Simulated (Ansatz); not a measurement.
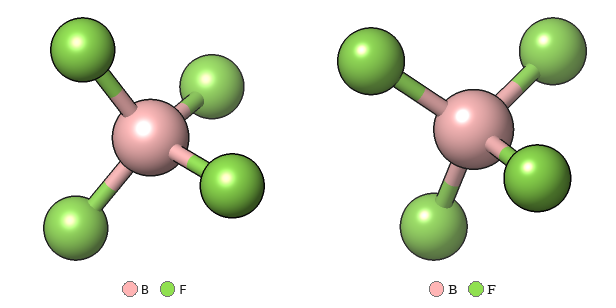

Figure made from data computed with Ansatz.

The same structure drawn twice, from different directions.

The species has charge −1 and is a spin singlet. Geometry: a fixed input geometry, not necessarily a minimum.

Count the atoms of each element.

BF4(-), 5 atoms: 1 boron and 4 fluorine.

How many bonds of each kind are drawn?

4 B–F.

Give a SMILES string for it.

F[B-](F)(F)F
